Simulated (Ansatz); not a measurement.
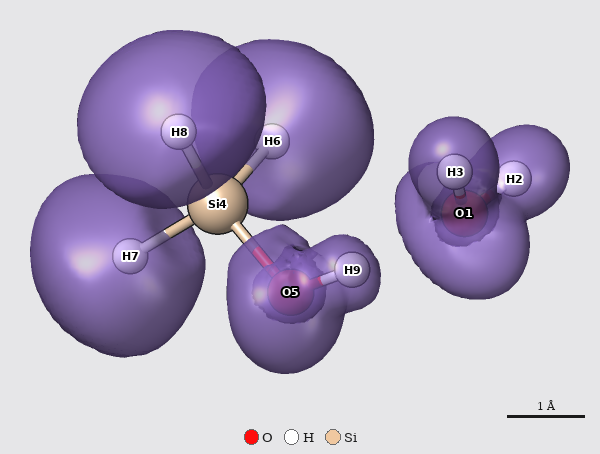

*H2O···H4OSi (SMILES O.[SiH3]O). Isosurface of the electron localisation function at 0.75 (purple), seen at a tilt. Core shells and regions of very low density are left out.*

Geometry: PBE0-D4/def2-TZVP.

The calculation used RKS PBE0-D4/def2-TZVPPD in Ansatz 0.2.0.

The calculation's input:

```
crystal:
  periodic: [false, false, false]
  atoms:
    - {symbol: O, position_ang: [-0.205752, 0.063755, -2.203648]}
    - {symbol: H, position_ang: [0.420982, -0.580118, -2.542282]}
    - {symbol: H, position_ang: [-1.078766, -0.286378, -2.396549]}
    - {symbol: Si, position_ang: [0.149514, -0.016398, 1.541536]}
    - {symbol: O, position_ang: [0.253296, 1.109161, 0.360187]}
    - {symbol: H, position_ang: [1.137814, -1.120256, 1.360091]}
    - {symbol: H, position_ang: [0.420758, 0.670771, 2.827024]}
    - {symbol: H, position_ang: [-1.200962, -0.649107, 1.603901]}
    - {symbol: H, position_ang: [0.103116, 0.808667, -0.550359]}
basis:
  gaussian: {orbitals: "def2-TZVPPD.json"}
hamiltonian: {xc: pbe0, dispersion: d4}
output: {orbitals: {seedname: orbitals}}
```

Command:

```sh
ansatz run in.yaml --threads 4 --pin off --events-out ev --progress --plain --max-ram 9574MiB
```

Question: Identify the bonds, lone pairs and shells in this picture.

Answer: At this value the surface marks out three regions around hydrogen nuclei and two joined regions spread over several atoms (H, O), in which their bonds and any lone pairs are merged.

Values along the shortest contacts:
O1···H9 (1.84 Å): the ELF dips to about 0.10 between them (by its geometry a hydrogen bond between the two molecules, with no shared pair). Si–O (1.64 Å): the ELF peaks at about 0.85 between the atoms; a polar covalent bond.
